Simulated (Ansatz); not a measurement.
## Sn wire along [111], 74 atoms a period, H-terminated: bands by functional

Aim: is the Sn wire along [111], 74 atoms a period, H-terminated a metal or a semiconductor?

Calculated with Ansatz 0.2.0; DFT PBE, plane waves, PAW; relaxation of a wire's period; PAW set soft_1, in the first sound run; inputs show where later runs differ.

## (1) Set-up

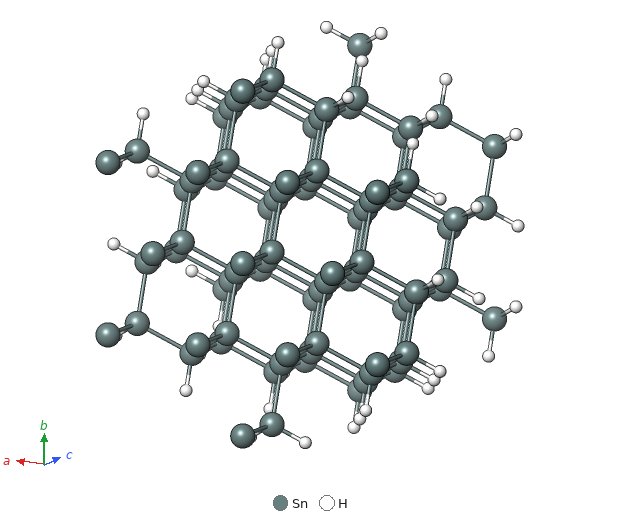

The starting structure, seen at a slant to the c axis (tin teal, hydrogen white). Some periodic images of atoms are drawn too.

The cell holds 116 atoms: 74 Sn and 42 H. Cell: a = 23.765 Å, b = 26.389 Å, c = 11.518 Å, α = 90.0°, β = 90.0°, γ = 90.0°. Vacuum lies along a and b. The structure's axis is c.

## (2) The relaxed wire

Band widths follow the bond lengths, so the wire is relaxed first. The atoms and the third cell vector are free; the box across stays fixed as vacuum. A Fermi-Dirac smearing is set since the result may be a metal. The pressure printed is a third of the stress's trace over the whole box, vacuum included; only the stress along the axis is relaxed.

The input, input.yaml:

```yaml
crystal:
  lattice:
    - [23.765, 0.0, 0.0]
    - [0.0, 26.389, 0.0]
    - [0.0, 0.0, 11.5181378703]
  atoms:
    - { symbol: Sn, position: [0.203192469, 0.345681629, 0.0] }
    - { symbol: Sn, position: [0.203192469, 0.654316038, 0.0] }
    - { symbol: Sn, position: [0.302124934, 0.499998834, 0.0] }
    - { symbol: Sn, position: [0.4010574, 0.654316038, 0.0] }
    - { symbol: Sn, position: [0.499989866, 0.808633242, 0.0] }
    - { symbol: Sn, position: [0.499989866, 0.499998834, 0.0] }
    - { symbol: Sn, position: [0.598922331, 0.654316038, 0.0] }
    - { symbol: Sn, position: [0.203192469, 0.345681629, 0.25] }
    - { symbol: Sn, position: [0.203192469, 0.654316038, 0.25] }
    - { symbol: Sn, position: [0.302124934, 0.499998834, 0.25] }
    - { symbol: Sn, position: [0.4010574, 0.345681629, 0.25] }
    - { symbol: Sn, position: [0.4010574, 0.654316038, 0.25] }
    - { symbol: Sn, position: [0.499989866, 0.191364425, 0.25] }
    - { symbol: Sn, position: [0.499989866, 0.808633242, 0.25] }
    - { symbol: Sn, position: [0.499989866, 0.499998834, 0.25] }
    - { symbol: Sn, position: [0.598922331, 0.345681629, 0.25] }
    - { symbol: Sn, position: [0.598922331, 0.654316038, 0.25] }
    - { symbol: Sn, position: [0.697854797, 0.499998834, 0.25] }
    - { symbol: Sn, position: [0.796787263, 0.345681629, 0.25] }
    - { symbol: Sn, position: [0.796787263, 0.654316038, 0.25] }
    - { symbol: H, position: [0.143067536, 0.479821197, 0.282688573] }
    - { symbol: H, position: [0.302124934, 0.231719699, 0.282688573] }
    - { symbol: H, position: [0.340932468, 0.788455605, 0.282688573] }
    - { symbol: H, position: [0.659047264, 0.788455605, 0.282688573] }
    - { symbol: H, position: [0.697854797, 0.231719699, 0.282688573] }
    - { symbol: H, position: [0.856912195, 0.479821197, 0.282688573] }
    - { symbol: H, position: [0.143067536, 0.314420198, 0.30064476] }
    - { symbol: H, position: [0.143067536, 0.623054606, 0.30064476] }
    - { symbol: H, position: [0.203192469, 0.7168389, 0.30064476] }
    - { symbol: H, position: [0.439864933, 0.160102994, 0.30064476] }
[... 80 atom lines left out ...]
    - { symbol: Sn, position: [0.4010574, 0.345681629, 0.0] }
    - { symbol: Sn, position: [0.499989866, 0.191364425, 0.0] }
    - { symbol: Sn, position: [0.598922331, 0.345681629, 0.0] }
    - { symbol: Sn, position: [0.697854797, 0.499998834, 0.0] }
    - { symbol: Sn, position: [0.796787263, 0.345681629, 0.0] }
    - { symbol: Sn, position: [0.796787263, 0.654316038, 0.0] }
kpoints:
  mp_grid: { grid: [1, 1, 7] }
scf:
  occupations: { method: fermi_dirac, width: 0.05 }
hamiltonian:
  xc: pbe
  pseudopotentials: { kind: paw, azcp: { folder: soft_1 } }
relax:
  cell: { fix: [a, b, alpha, beta, gamma] }
  max_steps: 45
  f_tol: 0.03
```

Run with:

```
ansatz run input.yaml --threads 16 --pin off --max-ram 61440MiB --backend cuda --events-out ev --progress --plain --runs-dir out --max-vram 78GiB
```

Numbers of over 12 decimals in the logs are rounded to 6 here.

Output:

```text
Engine: ansatz 0.2.0, aarch64-unknown-linux-gnu
Pseudopotentials: kind: paw
Pseudopotential: Sn, paw, valence charge 14, recommended cutoff 420 eV (normal), soft_1/Sn.paw.azcp
Pseudopotential: H, paw, valence charge 1, recommended cutoff 420 eV (normal), soft_1/H.paw.azcp
Functional definition: PBE
  parameter kappa = 0.804
  parameter beta = 0.066725
  exchange = pbe_x(kappa = kappa, mu = beta*pi^2/3)
  correlation = pbe_c(beta = beta)
[...]
Crystal: 116 atoms, lattice volume = 7223.423 Å³
Basis set: ecut = 420 eV, 141213 PW (Γ), exchange–correlation on 320×360×160 points (8 copies of the dense FFT grid, shifted against one another)
Bands: 655, of which v1, the nominal top of the filled ones, is band 539 counted from 1 (538 counted from 0)
Symmetry: 4 space group operations
Space group: P2/m (ITA 10), of the structure as read, at distance tolerance 1.9e-4 Å
k-points: 4 of 7
Non-local potential: Sn, projectors of the file, l = 0: 2, l = 1: 2, l = 2: 2, l = 3: 1
Non-local potential: H, projectors of the file, l = 0: 2, l = 1: 1
PAW form: soft (Blöchl's): semilocal exchange-correlation on the pseudo side does not see the compensation charge
PAW one-centre angular grid: Sn, 590 points (default); XC on 64 Gauss nodes
PAW one-centre angular grid: H, 110 points (default); XC on 64 Gauss nodes
Initial density: superposition of atomic densities (neutral atoms: chi_scale 0, normalization atom)
Initial wavefunctions: pseudopotential atomic-orbital guess
[...]
Functional: x = pbe(κ = 0.804, μ = 0.219515), c = pbe(β = 0.066725)
SCF iter   1: F=—  HF=-446457.457357 eV  |F-HF|=—  |Δ(HF+E_count)|=         —  Δρ=2.48e-2  dr2=4.81e1  ethr=3.10e-3  ⟨swp⟩=6.2  Hψ=10832  notcnv=0  defer=176
preconditioner: auto → Resta (q_TF=auto, 1.987 Å⁻¹)  ε∞=2.2  [insulator: Δε(μ)=0.280 eV  Ē_g=7.424 eV  σ=0.050 eV  W_gap=0.89  n_scr=976 (ndim 8)  ℏωp=8.0 eV  f_vac=0.525  D(μ)=0.62/eV (n_scr^D=0)  ε∞_Penn≈2.2  vacuum switching on, ρ_ref=4.0e-3 e/Å³]
SCF iter   2: F=—  HF=-446447.369954 eV  |F-HF|=—  |Δ(HF+E_count)|=    1.01e1  Δρ=1.01e-2  dr2=1.35e1  ethr=3.10e-3  ⟨swp⟩=2.5  Hψ=3539  notcnv=0  defer=387
[...]
SCF iter  13: F=-446445.058883 eV  HF=-446445.058883 eV  |F-HF|=1.66e-8  |Δ(HF+E_count)|=   1.59e-7  Δρ=3.95e-7  dr2=1.82e-8  ethr=9.28e-12  ⟨swp⟩=4.8  Hψ=7721  notcnv=0
SCF 1 converged in 13 iterations: F = -446445.058883 eV  dr2 = 1.82e-8
  greatest PAW one-centre occupation: 0.991 electrons in one spin orbital (limit 2), on the Sn atom at site 19 (counted from 0), in its partial waves of l = 2
relax step   1: F+E_penalty+E_count = -446445.05888271 eV  Δ(F+E_penalty+E_count) = +0.000e0 eV  max|allowed force component| = 1.983e-1 eV/Å  Δτ_max = 0.0000 Å  P = -0.321 GPa  Ω = 7223.423 Å³  fix = [a, b, alpha, beta, gamma]  reactions: a -0.366, b -0.367 GPa; alpha -0.000 GPa/rad  (13 SCF iters, dr2 threshold 1.00e-7 eV, accepted)
[...]
Crystal: 116 atoms, lattice volume = 7173.223 Å³
Basis set: ecut = 420 eV, 140249 PW (Γ), exchange–correlation on 320×360×160 points (8 copies of the dense FFT grid, shifted against one another)
[...]
iter 1 solved again at ethr=2.17e-4 eV; its pass at ethr=3.10e-3 eV (dr2=2.34e0 eV) is discarded
SCF iter   1: F=—  HF=-446443.842295 eV  |F-HF|=—  |Δ(HF+E_count)|=         —  Δρ=6.31e-3  dr2=2.34e0  ethr=2.17e-4  ⟨swp⟩=11.0  Hψ=14483  notcnv=0  defer=2
preconditioner: auto → Resta (q_TF=auto, 1.989 Å⁻¹)  ε∞=1.6  [insulator: Δε(μ)=0.732 eV  Ē_g=18.952 eV  σ=0.050 eV  W_gap=1.00  n_scr=984 (ndim 8)  ℏωp=14.4 eV  f_vac=0.573  D(μ)=0.01/eV (n_scr^D=0)  ε∞_Penn≈1.6  vacuum switching on, ρ_ref=2.6e-2 e/Å³]
SCF iter   2: F=—  HF=-446443.650914 eV  |F-HF|=—  |Δ(HF+E_count)|=   1.91e-1  Δρ=3.05e-3  dr2=1.54e0  ethr=2.17e-4  ⟨swp⟩=7.2  Hψ=4108  notcnv=0  defer=170
[...]
SCF iter  11: F=-446443.487639 eV  HF=-446443.487639 eV  |F-HF|=6.31e-8  |Δ(HF+E_count)|=   2.01e-7  Δρ=1.13e-6  dr2=2.05e-7  ethr=2.28e-10  ⟨swp⟩=4.0  Hψ=5375  notcnv=0
SCF 2 converged in 11 iterations: F = -446443.487639 eV  dr2 = 2.05e-7
  greatest PAW one-centre occupation: 0.990 electrons in one spin orbital (limit 2), on the Sn atom at site 14 (counted from 0), in its partial waves of l = 2
relax step   2: F+E_penalty+E_count = -446443.48763923 eV  Δ(F+E_penalty+E_count) = +1.571e0 eV  max|allowed force component| = 1.140e0 eV/Å  Δτ_max = 0.1942 Å  P = +0.456 GPa  Ω = 7173.223 Å³  energy of the carried Pulay correction = +3.560e-3 eV  fix = [a, b, alpha, beta, gamma]  (11 SCF iters, dr2 threshold 2.46e-6 eV, rejected (line search))
[...]
relax step   3: F+E_penalty+E_count = -446445.32629954 eV  Δ(F+E_penalty+E_count) = -2.674e-1 eV  max|allowed force component| = 7.118e-2 eV/Å  Δτ_max = 0.0652 Å  P = -0.082 GPa  Ω = 7222.913 Å³  energy of the carried Pulay correction = +3.602e-5 eV  fix = [a, b, alpha, beta, gamma]  reactions: a -0.095, b -0.095 GPa; alpha -0.000 GPa/rad  (14 SCF iters, accepted)
[...]
relax step   4: F+E_penalty+E_count = -446445.34441141 eV  Δ(F+E_penalty+E_count) = -1.811e-2 eV  max|allowed force component| = 7.683e-3 eV/Å  Δτ_max = 0.0223 Å  P = -0.009 GPa  Ω = 7215.631 Å³  energy of the carried Pulay correction = +5.510e-4 eV  fix = [a, b, alpha, beta, gamma]  reactions: a -0.013, b -0.013 GPa; alpha +0.000 GPa/rad  (9 SCF iters, dr2 threshold 3.17e-7 eV, accepted)
[...]
relax step   5: F+E_penalty+E_count = -446445.34389131 eV  Δ(F+E_penalty+E_count) = +5.201e-4 eV  max|allowed force component| = 7.699e-3 eV/Å  Δτ_max = 0.0000 Å  P = -0.009 GPa  Ω = 7215.631 Å³  fix = [a, b, alpha, beta, gamma]  reactions: a -0.013, b -0.013 GPa; alpha +0.000 GPa/rad  stress off target by 2.07e-3 GPa on what of the cell is left free  SCF on the basis re-selected at this cell (its energy is not comparable with the rows above)  (6 SCF iters)
[...]
- { symbol: Sn, position: [0.794169, 0.449486, 0.581709] }
    - { symbol: H, position: [0.145993, 0.581753, 0.617727] }
    - { symbol: H, position: [0.244371, 0.735210, 0.617720] }
    - { symbol: H, position: [0.401612, 0.183034, 0.617720] }
    - { symbol: H, position: [0.598368, 0.183034, 0.617720] }
    - { symbol: H, position: [0.755609, 0.735210, 0.617720] }
    - { symbol: H, position: [0.853987, 0.581753, 0.617727] }
    - { symbol: H, position: [0.145993, 0.418247, 0.632273] }
    - { symbol: H, position: [0.244371, 0.264790, 0.632280] }
    - { symbol: H, position: [0.401612, 0.816966, 0.632280] }
    - { symbol: H, position: [0.598368, 0.816966, 0.632280] }
    - { symbol: H, position: [0.755609, 0.264790, 0.632280] }
    - { symbol: H, position: [0.853987, 0.418247, 0.632273] }
    - { symbol: Sn, position: [0.205811, 0.550514, 0.668291] }
    - { symbol: Sn, position: [0.304322, 0.704181, 0.668289] }
    - { symbol: Sn, position: [0.302778, 0.397459, 0.666514] }
    - { symbol: Sn, position: [0.401475, 0.245304, 0.668292] }
    - { symbol: Sn, position: [0.401279, 0.551324, 0.666494] }
    - { symbol: Sn, position: [0.499990, 0.397352, 0.666495] }
    - { symbol: Sn, position: [0.499990, 0.705079, 0.666510] }
    - { symbol: Sn, position: [0.598504, 0.245304, 0.668292] }
    - { symbol: Sn, position: [0.598701, 0.551324, 0.666494] }
    - { symbol: Sn, position: [0.695658, 0.704181, 0.668289] }
    - { symbol: Sn, position: [0.697201, 0.397459, 0.666514] }
    - { symbol: Sn, position: [0.794169, 0.550514, 0.668291] }
    - { symbol: Sn, position: [0.205912, 0.552437, 0.915870] }
    - { symbol: Sn, position: [0.302525, 0.703141, 0.915868] }
    - { symbol: Sn, position: [0.302906, 0.397527, 0.916144] }
    - { symbol: Sn, position: [0.403374, 0.244422, 0.915871] }
    - { symbol: Sn, position: [0.401349, 0.551288, 0.916805] }
    - { symbol: Sn, position: [0.499990, 0.397424, 0.916806] }
    - { symbol: Sn, position: [0.499990, 0.704944, 0.916142] }
    - { symbol: Sn, position: [0.596605, 0.244422, 0.915871] }
    - { symbol: Sn, position: [0.598631, 0.551288, 0.916805] }
    - { symbol: Sn, position: [0.697455, 0.703141, 0.915868] }
    - { symbol: Sn, position: [0.697074, 0.397527, 0.916144] }
    - { symbol: Sn, position: [0.794068, 0.552437, 0.915870] }
    - { symbol: H, position: [0.145191, 0.376325, 0.949320] }
    - { symbol: H, position: [0.145473, 0.684325, 0.950835] }
    - { symbol: H, position: [0.203663, 0.285123, 0.949318] }
    - { symbol: H, position: [0.441520, 0.838549, 0.949314] }
    - { symbol: H, position: [0.499990, 0.131341, 0.950838] }
    - { symbol: H, position: [0.558459, 0.838549, 0.949314] }
    - { symbol: H, position: [0.796317, 0.285123, 0.949318] }
    - { symbol: H, position: [0.854789, 0.376325, 0.949320] }
    - { symbol: H, position: [0.854506, 0.684325, 0.950835] }
    - { symbol: H, position: [0.146093, 0.521192, 0.966178] }
    - { symbol: H, position: [0.302666, 0.765417, 0.966182] }
    - { symbol: H, position: [0.343416, 0.213395, 0.966184] }
    - { symbol: H, position: [0.656563, 0.213395, 0.966184] }
    - { symbol: H, position: [0.697313, 0.765417, 0.966182] }
    - { symbol: H, position: [0.853887, 0.521192, 0.966178] }
    - { symbol: Sn, position: [0.401356, 0.346283, 3.77601230413085e-5] }
    - { symbol: Sn, position: [0.499990, 0.193419, 0.00229692] }
    - { symbol: Sn, position: [0.598624, 0.346283, 3.77601230413085e-5] }
    - { symbol: Sn, position: [0.697127, 0.499931, 3.795839908447838e-5] }
    - { symbol: Sn, position: [0.794620, 0.346808, 0.00108662] }
    - { symbol: Sn, position: [0.794807, 0.653290, 0.00229727] }
```

Run time: 24 s. Hardware: 1 × NVIDIA GB200 with 16 threads of Arm Neoverse V2, shared host; peak memory 2.4 GiB; 73 s of CPU time.

Step by step:

```csv
step,energy less that of the first step (eV),largest force component (eV/Å),pressure (GPa),volume (Å³)
1,0.0000,0.1983,-0.32,7223.42
2,1.5712,1.1396,0.46,7173.22
3,-0.2674,0.0712,-0.08,7222.91
4,-0.2855,0.0077,-0.01,7215.63
5,-0.2850,0.0077,-0.01,7215.63
```

Relaxation step 2 was tried and not accepted.

The run keeps the 4 symmetry operations that it works with, so distortions that break them were not tested.

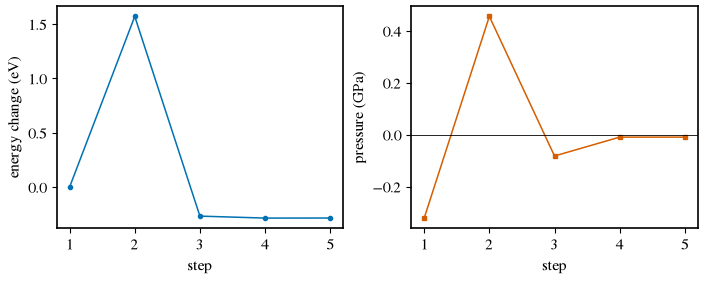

Energy and pressure along the relaxation.

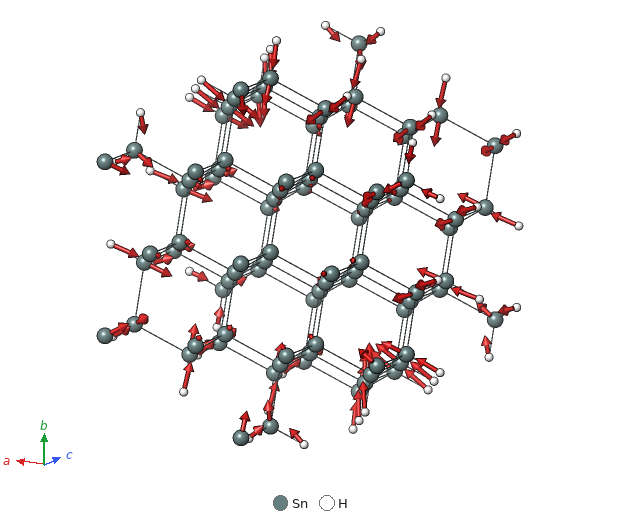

Displacements in the relaxation, exaggerated, measured against the changing cell; the longest in the cell stands for 0.08 Å. Some periodic images of atoms are drawn too.

```csv
cell as run,before,after,change
c (Å),11.518,11.506,-0.1 %
```

The atoms that moved most (Å, along periodic axes as changes of fractional coordinates times the final cell, across vacuum about the mean position):

```csv
atom,dx,dy,dz,length
H105,0.072,0.027,-0.013,0.078
H21,0.072,-0.027,0.013,0.078
H110,-0.072,0.027,-0.013,0.078
H26,-0.072,-0.027,0.013,0.078
H108,-0.059,0.049,-0.013,0.078
H24,-0.059,-0.049,0.013,0.078
H107,0.059,0.049,-0.013,0.078
H23,0.059,-0.049,0.013,0.078
```

This step gave:

* energy at zero smearing: -446445.3436 eV
* cell length along the wire: 11.51 Å

The cell's length comes to 11.506 Å with spin left out.

## (3) The wire at its relaxed period

This step: DFT PBE, plane waves, PAW; bands of a perfect wire; PAW set soft_1 (Ansatz 0.2.0).

At the relaxed period the bands are computed along the axis; those that cross an energy going forward count the channels that a perfect wire would open there.

The input, input.yaml:

```yaml
crystal:
  lattice:
    - [23.765, 0.0, 0.0]
    - [0.0, 26.389, 0.0]
    - [0.0, 0.0, 11.5057130487]
  atoms:
    - { symbol: Sn, position: [0.205360226, 0.346808191, 0.001086616] }
    - { symbol: Sn, position: [0.20517233, 0.653290235, 0.002297268] }
    - { symbol: Sn, position: [0.302853158, 0.499930857, 3.7958e-05] }
    - { symbol: Sn, position: [0.401486243, 0.65378485, 3.7172e-05] }
    - { symbol: Sn, position: [0.499989866, 0.806380886, 0.001086463] }
    - { symbol: Sn, position: [0.499989866, 0.49999994, 0.999859854] }
    - { symbol: Sn, position: [0.598493488, 0.65378485, 3.7172e-05] }
    - { symbol: Sn, position: [0.20517233, 0.346709765, 0.247702732] }
    - { symbol: Sn, position: [0.205360226, 0.653191809, 0.248913384] }
    - { symbol: Sn, position: [0.302853158, 0.500069143, 0.249962042] }
    - { symbol: Sn, position: [0.401486243, 0.34621515, 0.249962828] }
    - { symbol: Sn, position: [0.401355631, 0.653717365, 0.24996224] }
    - { symbol: Sn, position: [0.499989866, 0.193619114, 0.248913537] }
    - { symbol: Sn, position: [0.499989866, 0.80658115, 0.247703077] }
    - { symbol: Sn, position: [0.499989866, 0.50000006, 0.250140146] }
    - { symbol: Sn, position: [0.598493488, 0.34621515, 0.249962828] }
    - { symbol: Sn, position: [0.5986241, 0.653717365, 0.24996224] }
    - { symbol: Sn, position: [0.697126573, 0.500069143, 0.249962042] }
    - { symbol: Sn, position: [0.794807402, 0.346709765, 0.247702732] }
    - { symbol: Sn, position: [0.794619505, 0.653191809, 0.248913384] }
    - { symbol: H, position: [0.146092708, 0.478807723, 0.283822208] }
    - { symbol: H, position: [0.302666299, 0.234583122, 0.283817882] }
    - { symbol: H, position: [0.343416241, 0.786604644, 0.283815761] }
    - { symbol: H, position: [0.656563491, 0.786604644, 0.283815761] }
    - { symbol: H, position: [0.697313433, 0.234583122, 0.283817882] }
    - { symbol: H, position: [0.853887024, 0.478807723, 0.283822208] }
    - { symbol: H, position: [0.145473452, 0.315675002, 0.299165032] }
    - { symbol: H, position: [0.145190899, 0.623674775, 0.300679568] }
    - { symbol: H, position: [0.203662502, 0.714877385, 0.300682235] }
    - { symbol: H, position: [0.441520422, 0.161450833, 0.300685859] }
[... 80 atom lines left out ...]
    - { symbol: Sn, position: [0.401355631, 0.346282635, 3.776e-05] }
    - { symbol: Sn, position: [0.499989866, 0.19341885, 0.002296923] }
    - { symbol: Sn, position: [0.5986241, 0.346282635, 3.776e-05] }
    - { symbol: Sn, position: [0.697126573, 0.499930857, 3.7958e-05] }
    - { symbol: Sn, position: [0.794619505, 0.346808191, 0.001086616] }
    - { symbol: Sn, position: [0.794807402, 0.653290235, 0.002297268] }
kpoints:
  mp_grid: { grid: [1, 1, 7] }
  band_path: { path: ["Γ", Z], npoints: 90 }
scf:
  occupations: { method: fermi_dirac, width: 0.05 }
hamiltonian:
  xc: pbe
  pseudopotentials: { kind: paw, azcp: { folder: soft_1 } }
output:
  dos: { e_range: [-5, 4] }
  write_potential: true
  write_density: true
  volumetric_format: npy
```

Output:

```text
[...]
Crystal: 116 atoms, lattice volume = 7215.631 Å³
Basis set: ecut = 420 eV, 141093 PW (Γ)
Bands: 655, of which v1, the nominal top of the filled ones, is band 539 counted from 1 (538 counted from 0)
Symmetry: 4 space group operations
[...]
k-points: 4 of 7
[...]
SCF iter   1: F=—  HF=-446457.943993 eV  |F-HF|=—  |Δ(HF+E_count)|=         —  Δρ=2.51e-2  dr2=4.85e1  ethr=3.10e-3  ⟨swp⟩=6.0  Hψ=11269  notcnv=0  defer=219
[...]
SCF iter   6: F=—  HF=-446445.333631 eV  |F-HF|=—  |Δ(HF+E_count)|=   1.76e-2  Δρ=2.69e-4  dr2=6.32e-3  ethr=5.00e-6  ⟨swp⟩=2.2  Hψ=2958  notcnv=0  defer=340
[...]
SCF iter  11: F=—  HF=-446445.344293 eV  |F-HF|=—  |Δ(HF+E_count)|=   4.66e-6  Δρ=3.00e-6  dr2=2.37e-6  ethr=9.23e-10  ⟨swp⟩=2.2  Hψ=2991  notcnv=0  defer=340
[...]
SCF iter  13: F=-446445.344295 eV  HF=-446445.344295 eV  |F-HF|=2.13e-8  |Δ(HF+E_count)|=   2.59e-7  Δρ=3.61e-7  dr2=1.82e-8  ethr=9.28e-12  ⟨swp⟩=15.8  Hψ=11665  notcnv=0
SCF 1 converged in 13 iterations: F = -446445.344295 eV  dr2 = 1.82e-8
[...]
NSCF: frozen V_eff on 91 k-points
[...]
SCF converged after 13 iterations
[...]
```

Run time: 68 s. Hardware: 1 × NVIDIA GB200 with 16 threads; peak memory 7.7 GiB.

In the SCF lines HF is the Harris–Foulkes energy and dr2 the Hartree energy of the density residual, in eV; the loop may stop once dr2 is under the threshold and the program's other checks hold. Hψ counts applications of the Hamiltonian.

Numbers from this step:

| Property | Result |
| --- | --- |
| energy at zero smearing | -446445.3440 eV |
| band gap on the path through both edges | 0.5988 eV |

Electronic bands along the path, in eV, zero at the Fermi level; v1 is the highest filled band, c1 the lowest empty one:

```csv
point,v4,v3,v2,v1,c1,c2,c3,c4
Γ,-0.82,-0.69,-0.69,-0.30,0.30,0.95,0.95,1.04
Z,-0.88,-0.88,-0.88,-0.88,0.59,0.59,0.61,0.88
```

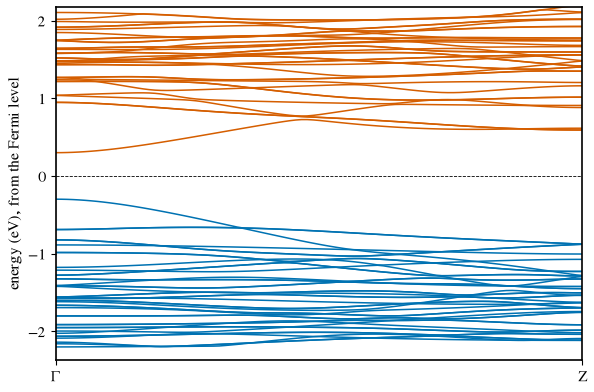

Electronic bands along the path; lines of filled and empty bands in two colours.

The gap is 0.599 eV, with spin left out.

The path shows a direct gap of 0.60 eV (valence top at Γ, conduction bottom at Γ).

(Part 1 of 2 ends here.)

[Logs are printed without paths, hosts, clocks, repeated set-up lines and the standing remarks that a program may print on its own settings, such as how far it seeks lower states.]

[Hosts, paths, dates, database ids (printed as entryN), source tags and the programs' standing remarks are cut or masked in the printed files.]
